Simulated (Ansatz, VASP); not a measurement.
# GeMoWC: VASP beside Ansatz

Aim: how closely do two programs agree when they are given the same cell, functional and k mesh? The cell is invented: As first built, before any earlier steps moved the atoms: it takes the MoWC2 structure with some of its atoms replaced by other elements, volume scaled by an estimate. It may not be a known or stable phase. The cell is taken from a series of runs on this material, whose earlier steps may have relaxed or scaled it; both programs get it as it stands.

Method: plane waves, with VASP 6.6.1 beside it; single point at PBE, in Ansatz 0.2.0.

### Step 1. Starting point

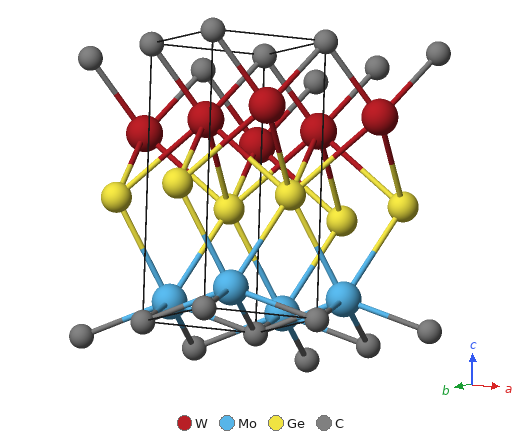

Start, viewed from a free direction; tungsten red, molybdenum blue, germanium yellow, carbon grey. 2×2×1 cells are drawn. Some periodic images of atoms are drawn too.

### Step 2. Ansatz: single point, PBE

Ansatz runs on its default PAW (the set named soft_2) files.

With cell and atoms fixed, the geometry can't cause a difference; cores, projectors, grids and the points listed under the comparison can.

The input, input.yaml:

```yaml
crystal:
  lattice:
    - [2.8971411168, 0.0, 0.0]
    - [0.0, 2.9640170783, 0.0]
    - [0.0, 0.0, 6.3717863953]
  atoms:
    - { symbol: W, position: [0.5, 0.0, 0.7474401814] }
    - { symbol: Mo, position: [0.5, 0.5, 0.1174822037] }
    - { symbol: Ge, position: [0.0, 0.5, 0.4714679386] }
    - { symbol: C, position: [0.0, 0.0, 0.9969116663] }
hamiltonian:
  xc: pbe
  pseudopotentials: { kind: paw }
kpoints:
  mp_grid: { grid: [7, 7, 3] }
scf:
  occupations: { method: fermi_dirac, width: 0.05 }
  n_extra_bands: 5
output:
  forces: true
  stress: true
  eigenvalues: true
```

Command:

```
$ ansatz run input.yaml --threads 2 --pin off --max-ram 4608MiB --backend cpu --events-out ev --progress --plain --runs-dir out
```

Numbers of over 12 decimals in the logs are rounded to 6 here.

What it wrote:

```text
scf.n_extra_bands = 5 over 23 filled bands (N_el = 46.0): the run solves 28 bands
Engine: ansatz 0.2.0, aarch64-unknown-linux-gnu
Pseudopotentials: kind: paw
Pseudopotential: W, paw, valence charge 14, recommended cutoff 420 eV (normal), W.paw.azcp
Pseudopotential: Mo, paw, valence charge 14, recommended cutoff 420 eV (normal), Mo.paw.azcp
Pseudopotential: Ge, paw, valence charge 14, recommended cutoff 420 eV (normal), Ge.paw.azcp
Pseudopotential: C, paw, valence charge 4, recommended cutoff 420 eV (normal), C.paw.azcp
Functional definition: PBE
  parameter kappa = 0.804
  parameter beta = 0.066725
  exchange = pbe_x(kappa = kappa, mu = beta*pi^2/3)
  correlation = pbe_c(beta = beta)
Crystal: 4 atoms, lattice volume = 54.716 Å³
Basis set: ecut = 420 eV, 1061 PW (Γ), exchange–correlation on 40×40×90 points (8 copies of the dense FFT grid, shifted against one another)
Bands: 28, of which v1, the nominal top of the filled ones, is band 23 counted from 1 (22 counted from 0)
Symmetry: 4 space group operations
Space group: Pmm2 (ITA 25), of the structure as read, at distance tolerance 3.8e-5 Å
k-points: 32 of 147 (time reversal used)
Non-local potential: W, projectors of the file, l = 0: 3, l = 1: 2, l = 2: 2, l = 3: 1
Non-local potential: Mo, projectors of the file, l = 0: 3, l = 1: 2, l = 2: 2, l = 3: 1
Non-local potential: Ge, projectors of the file, l = 0: 2, l = 1: 2, l = 2: 3, l = 3: 1
Non-local potential: C, projectors of the file, l = 0: 2, l = 1: 2, l = 2: 1
PAW form: soft (Blöchl's): semilocal exchange-correlation on the pseudo side does not see the compensation charge
PAW one-centre angular grid: W, 590 points (default); XC on 64 Gauss nodes
PAW one-centre angular grid: Mo, 590 points (default); XC on 64 Gauss nodes
PAW one-centre angular grid: Ge, 590 points (default); XC on 64 Gauss nodes
PAW one-centre angular grid: C, 110 points (default); XC on 64 Gauss nodes
Initial density: superposition of atomic densities (neutral atoms: chi_scale 0, normalization atom), corrected by the library's trained network
Initial wavefunctions: pseudopotential atomic-orbital guess
Functional: x = pbe(κ = 0.804, μ = 0.219515), c = pbe(β = 0.066725)
SCF iter   1: F=—  HF=-19886.058795 eV  |F-HF|=—  |Δ(HF+E_count)|=         —  Δρ=9.34e-3  dr2=2.94e-2  ethr=1.77e-3  ⟨swp⟩=5.7  Hψ=4002  notcnv=0
preconditioner: auto → Kerker (q_TF=auto, 2.651 Å⁻¹)  [metal: Δε(μ)=0.042 eV  Ē_g=13.475 eV  σ=0.050 eV  W_gap=0.20  n_scr=16 (ndim 8)  ℏωp=27.5 eV  f_vac=0.000  D(μ)=2.36/eV (n_scr^D=16)]
SCF iter   2: F=—  HF=-19886.058419 eV  |F-HF|=—  |Δ(HF+E_count)|=   3.76e-4  Δρ=5.26e-3  dr2=9.41e-3  ethr=6.39e-5  ⟨swp⟩=1.0  Hψ=1152  notcnv=0
SCF iter   3: F=—  HF=-19886.058723 eV  |F-HF|=—  |Δ(HF+E_count)|=   3.04e-4  Δρ=6.62e-4  dr2=1.98e-4  ethr=2.05e-5  ⟨swp⟩=2.3  Hψ=1425  notcnv=0
SCF iter   4: F=—  HF=-19886.058735 eV  |F-HF|=—  |Δ(HF+E_count)|=   1.16e-5  Δρ=2.11e-4  dr2=1.51e-5  ethr=4.31e-7  ⟨swp⟩=2.0  Hψ=1359  notcnv=0
SCF iter   5: F=—  HF=-19886.058774 eV  |F-HF|=—  |Δ(HF+E_count)|=   3.89e-5  Δρ=8.74e-5  dr2=3.33e-6  ethr=3.29e-8  ⟨swp⟩=2.0  Hψ=1332  notcnv=0
SCF iter   6: F=—  HF=-19886.058774 eV  |F-HF|=—  |Δ(HF+E_count)|=   2.23e-7  Δρ=2.04e-5  dr2=2.11e-7  ethr=7.24e-9  ⟨swp⟩=2.8  Hψ=1386  notcnv=0
SCF iter   7: F=-19886.058774 eV  HF=-19886.058774 eV  |F-HF|=1.10e-9  |Δ(HF+E_count)|=   1.73e-8  Δρ=5.22e-6  dr2=1.71e-8  ethr=2.17e-10  ⟨swp⟩=4.5  Hψ=2885  notcnv=0
SCF 1 converged in 7 iterations: F = -19886.058774 eV  dr2 = 1.71e-8
  greatest PAW one-centre occupation: 1.000 electrons in one spin orbital (limit 2), on the W atom at site 0 (counted from 0), in its partial waves of l = 0
SCF converged after 7 iterations
Free energy (F): -19886.058774 eV
Harris-Foulkes:  -19886.058774 eV  (|F-HF|=1.10e-9)
Internal energy: -19886.039884 eV  (E = F + TS)
E sigma→0 (E₀):  -19886.049329 eV
Entropy (-TS):   -0.018890 eV (-4.723 meV/atom)
Fermi energy:    17.744220 eV
--- Per-component energies (eV) ---
  E_band       = -233.457246
  E_kinetic    = 1093.115715
  E_local      = -3653.749435  (includes V_loc(G=0)·N_el)
  E_nonlocal   = 588.776751
  E_hartree    = 1460.212944
  E_xc         = -574.995191
  E_vxc        = -593.410132  (∫ρ·V_xc dr)
  E_paw        = -13882.850357  (= ΣΔE_a)
  E_vpaw       = -588.613226  (= ΣTr[D̂ρ^β])
  E_aug_tail   = 0.000299  (compensation charges beyond the density's cutoff)
  E_ewald      = -4916.550610
  E_smearing   = -0.018890  (= −TS)
  E_closure    = -0.000000  (closes the sum)
  Σ components = -19886.058774   (vs F -19886.058774, Δ=0.00e0)
--- Forces (eV/Å), atoms counted from 1 ---
  atom   1  W      0.00000000     0.00000000     0.03855773
  atom   2  Mo     0.00000000     0.00000000     0.04407265
  atom   3  Ge     0.00000000     0.00000000    -0.06616715
  atom   4  C      0.00000000     0.00000000    -0.01642743
  max |Σ_I F_I| component: 3.58e-5 eV/Å
--- Stress (GPa, compression-positive) ---
        0.209905       0.000000       0.000000
        0.000000       0.342099       0.000000
        0.000000       0.000000       0.169713
  P = ⅓ Tr σ = 0.2406 GPa (2.406 kbar)
--- Band table (eV; the first three rows and the last of 32) ---
  k-point 0: bands = [... 19 lower, 14.7201, 14.9670, 16.7905, 19.1528, 19.2190, 19.3708, 20.5015, 20.5324, ... 1 higher]
  k-point 1: bands = [... 19 lower, 15.0265, 15.0472, 16.6594, 18.6458, 18.7760, 19.2207, 20.5298, 20.7004, ... 1 higher]
  k-point 2: bands = [... 19 lower, 14.5688, 15.2457, 16.9744, 18.4253, 18.4865, 19.3187, 19.8859, 19.9599, ... 1 higher]
  k-point 31: bands = [... 19 lower, 14.6973, 15.3869, 16.7058, 17.7302, 19.3374, 19.6008, 19.9120, 21.1675, ... 1 higher]
```

In the SCF lines HF is the Harris–Foulkes energy and dr2 the Hartree energy of the density residual, in eV; the loop may stop once dr2 is under the threshold and the program's other checks hold. Hψ counts applications of the Hamiltonian.

The run ends at a pressure of 0.24 GPa, with forces up to 0.066 eV/Å.

### Step 3. VASP: single point, PBE

The same cell, functional, mesh and smearing now go to VASP, with its own data sets and cutoff.

Lines of VASP's logs that name or quote its potential files are left out, and so is its time.

The input, INCAR:

```
SYSTEM = GeMoWC
PREC = Accurate
ENCUT = 520
EDIFF = 1E-06
NELM = 100
ISMEAR = -1
SIGMA = 0.05
LREAL = .FALSE.
ALGO = Normal
GGA = PE
NBANDS = 25
LASPH = .TRUE.
LORBIT = 11
LWAVE = .FALSE.
LCHARG = .FALSE.
KPAR = 2
ISIF = 2
```

The input, POSCAR:

```
GeMoWC
1.0
    2.8971411168      0.0000000000      0.0000000000
    0.0000000000      2.9640170783      0.0000000000
    0.0000000000      0.0000000000      6.3717863953
W Mo Ge C
1 1 1 1
Direct
    0.5000000000      0.0000000000      0.7474401814
    0.5000000000      0.5000000000      0.1174822037
    0.0000000000      0.5000000000      0.4714679386
    0.0000000000      0.0000000000      0.9969116663
```

The input, KPOINTS:

```
Automatic mesh
0
Gamma
7 7 3
0 0 0
```

PAW data sets: W, Mo_sv, Ge_d and C (PBE family, release 64).

Command:

```
$ mpirun -np 2 vasp_std
```

What it wrote:

```text
[banner, memory and clock lines left out]
running    2 mpi-ranks, on    1 nodes
 distrk:  each k-point on    1 cores,    2 groups
 distr:  one band on    1 cores,    1 groups

 POSCAR found type information on POSCAR W MoGeC
 POSCAR found :  4 types and       4 ions
 LDA part: xc-table for (Slater+PW92), standard interpolation
 POSCAR, INCAR and KPOINTS ok, starting setup
 FFT: planning ... GRIDC
 FFT: planning ... GRID_SOFT
 FFT: planning ... GRID
 WAVECAR not read
 entering main loop
       N       E                     dE             d eps       ncg     rms          rms(c)
DAV:   1     0.339613961169E+03    0.33961E+03   -0.20491E+04  1971   0.320E+03
DAV:   2    -0.168765471913E+01   -0.34130E+03   -0.33175E+03  1675   0.718E+02
DAV:   3    -0.394764800918E+02   -0.37789E+02   -0.36862E+02  1962   0.153E+02
DAV:   4    -0.410369280784E+02   -0.15604E+01   -0.15467E+01  1925   0.322E+01
DAV:   5    -0.410774930405E+02   -0.40565E-01   -0.40520E-01  2189   0.528E+00    0.342E+01
DAV:   6    -0.371882050327E+02    0.38893E+01   -0.21071E+01  1939   0.230E+01    0.105E+01
DAV:   7    -0.370619433658E+02    0.12626E+00   -0.21883E+00  1981   0.923E+00    0.628E+00
DAV:   8    -0.372316072373E+02   -0.16966E+00   -0.30476E+00  2106   0.640E+00    0.437E+00
DAV:   9    -0.369775591144E+02    0.25405E+00   -0.13447E+00  2116   0.427E+00    0.528E-01
DAV:  10    -0.369710761051E+02    0.64830E-02   -0.46436E-02  2110   0.120E+00    0.266E-01
DAV:  11    -0.369707619799E+02    0.31413E-03   -0.53331E-03  2143   0.414E-01    0.175E-01
DAV:  12    -0.369707097793E+02    0.52201E-04   -0.66516E-04  2005   0.175E-01    0.578E-02
DAV:  13    -0.369706991937E+02    0.10586E-04   -0.46582E-05  1993   0.471E-02    0.203E-02
DAV:  14    -0.369706991639E+02    0.29798E-07   -0.68755E-06  1815   0.145E-02
   1 F= -.36970699E+02 E0= -.36961190E+02  d E =-.190180E-01
```

OUTCAR, selected parts (step 3):

```text
ion  position               nearest neighbor table
   1  0.500  0.000  0.747-   4 2.15   4 2.15   3 2.72   3 2.72   3 2.72   3 2.72   2 2.78   2 2.78

  LATTYP: Found a simple orthorhombic cell.
 ALAT       =     2.8971411168
 B/A-ratio  =     1.0230834325
 C/A-ratio  =     2.1993358758

 Subroutine GETGRP returns: Found  4 space group operations
 (whereof  4 operations were pure point group operations)

The static configuration has the point symmetry C_2v.

 Found     32 irreducible k-points:

   k-points           NKPTS =     32   k-points in BZ     NKDIM =     32   number of bands    NBANDS=     25

   dimension x,y,z NGX =    24 NGY =   24 NGZ =   48
   dimension x,y,z NGXF=    48 NGYF=   48 NGZF=   96

   ENCUT  =  520.0 eV  38.22 Ry    6.18 a.u.   5.39  5.51 11.85*2*pi/ulx,y,z

   NELECT =      38.0000    total number of electrons

 k-points in reciprocal lattice and weights: Automatic mesh
   0.00000000  0.00000000  0.00000000       0.007
   0.14285714  0.00000000  0.00000000       0.014
   0.28571429  0.00000000  0.00000000       0.014
   0.42857143  0.00000000  0.00000000       0.014
   0.00000000  0.14285714  0.00000000       0.014
   0.14285714  0.14285714  0.00000000       0.027
   0.28571429  0.14285714  0.00000000       0.027
   0.42857143  0.14285714  0.00000000       0.027
   0.00000000  0.28571429  0.00000000       0.014
[...]
0.28571429  0.42857143  0.33333333       0.054
   0.42857143  0.42857143  0.33333333       0.054

 average (electrostatic) potential at core
       1 -36.6072       2 -72.6211       3 -70.0297       4 -45.8286

 E-fermi :   9.1582

 k-point     1 :       0.0000    0.0000    0.0000
  band No.  band energies     occupation
    ...
     14       5.4542      2.00000
     15       6.0090      2.00000
     16       6.1359      2.00000
     17       6.3907      2.00000
     18       8.2031      2.00000
     19      10.5665      0.00000
     20      10.6368      0.00000
     21      10.7819      0.00000
     22      11.9190      0.00000
     23      11.9208      0.00000
    ...

 k-point     2 :       0.1429    0.0000    0.0000
  band No.  band energies     occupation
    ...
     15       5.8629      2.00000
     16       6.3483      2.00000
     17       6.8452      2.00000
     18       8.3337      2.00000
     19       9.0982      1.53727
     20      10.2609      0.00000
     21      10.9690      0.00000
     22      11.0187      0.00000
     23      11.5242      0.00000
     24      13.2694      0.00000
    ...

 k-point     3 :       0.2857    0.0000    0.0000
  band No.  band energies     occupation
    ...
     15       5.9371      2.00000
     16       6.1049      2.00000
     17       7.2645      2.00000
     18       8.4874      2.00000
     19       8.6196      1.99996
     20       9.8091      0.00000
     21       9.9616      0.00000
     22      10.6774      0.00000
     23      11.6258      0.00000
     24      12.1000      0.00000
    ...

  Total       -0.0130081      0.0003887     -0.0125411      0.0000000      0.0000000      0.0000000
  in kB       -0.3809007      0.0113825     -0.3672266      0.0000000      0.0000000      0.0000000
  external PRESSURE =      -0.2455816 kB  Pullay stress =       0.0000000 kB

  energy-cutoff  :      520.00
  volume of cell :       54.72
      direct lattice vectors                 reciprocal lattice vectors
     2.897141117  0.000000000  0.000000000     0.345167860  0.000000000  0.000000000
     0.000000000  2.964017078  0.000000000     0.000000000  0.337379972  0.000000000
     0.000000000  0.000000000  6.371786395     0.000000000  0.000000000  0.156941859

 POSITION                                       TOTAL-FORCE (eV/Angst)
 -----------------------------------------------------------------------------------
      1.44857      0.00000      4.76253         0.000000      0.000000     -0.001580
      1.44857      1.48201      0.74857         0.000000      0.000000      0.005141
      0.00000      1.48201      3.00409         0.000000      0.000000     -0.010494
      0.00000      0.00000      6.35211         0.000000      0.000000      0.006932
 -----------------------------------------------------------------------------------
    total drift:                                0.000000     -0.000000     -0.000934

  FREE ENERGIE OF THE ION-ELECTRON SYSTEM (eV)
  ---------------------------------------------------
  free  energy   TOTEN  =       -36.9706991639 eV

  energy  without entropy=      -36.9516811767  energy(sigma->0) =      -36.96119017

 total charge
# of ion       s       p       d       tot
------------------------------------------
    1        0.608   0.674   4.261   5.543
    2        2.305   6.218   4.000  12.523
    3        1.122   1.249  10.072  12.443
    4        0.869   1.510   0.000   2.380
--------------------------------------------------
tot          4.904   9.651  18.333  32.888

[... 3 further parts left out ...]
```

The run ends at a pressure of -0.02 GPa, with forces up to 0.010 eV/Å.

### Step 4. Differences

Known differences besides the PAW data sets themselves: the data sets hold 46 valence electrons in Ansatz (default PAW (the set named soft_2) files) and 38 in VASP; the cutoff is 420 eV in Ansatz and 520 eV in VASP. Total energies have different zeros and are not compared.

Both answers:

```
      quantity  Ansatz   VASP  difference
pressure (GPa)    0.24  -0.02       +0.27
```

At this near-relaxed geometry the largest component of a force difference is 56 meV/Å. Ansatz's pressure holds a Pulay correction of 0.14 GPa; VASP's holds none.

### Step 5. What moves the difference

The difference is large enough to ask for its cause, so further runs change the set-up of one program at a time, as the table lists.

```
                                                                               run  r.m.s. force difference (meV/Å)
                                                                          as above                               24
VASP with the data sets W_sv_GW, Mo_sv_GW, Ge_d_GW and C_GW and a cutoff of 670 eV                              2.5
            VASP with the data sets W, Mo_sv, Ge_h and C_h and a cutoff of 1190 eV                               23
```

### Step 6. Outcome

```
r.m.s. force difference (single point, PBE) : 24 meV/Å
```

**Reading.** The r.m.s. force difference is 24 meV/Å (single point, PBE), beyond the 12 meV/Å picked in this series as the mark of a large difference. For single point, PBE: with VASP with the data sets W_sv_GW, Mo_sv_GW, Ge_d_GW and C_GW and a cutoff of 670 eV the r.m.s. force difference shrinks in size, from 24 to 2.5 meV/Å. How closely two codes agree says nothing of how well the functional describes the real material.

[Lines on the potential files, build, host, timing and source positions are cut from VASP's logs without a mark.]

[Logs are printed without paths, hosts, clocks, repeated set-up lines and the standing remarks that a program may print on its own settings, such as how far it seeks lower states.]

[Hosts, paths, dates, database ids (printed as entryN), source tags and the programs' standing remarks are cut or masked in the printed files.]
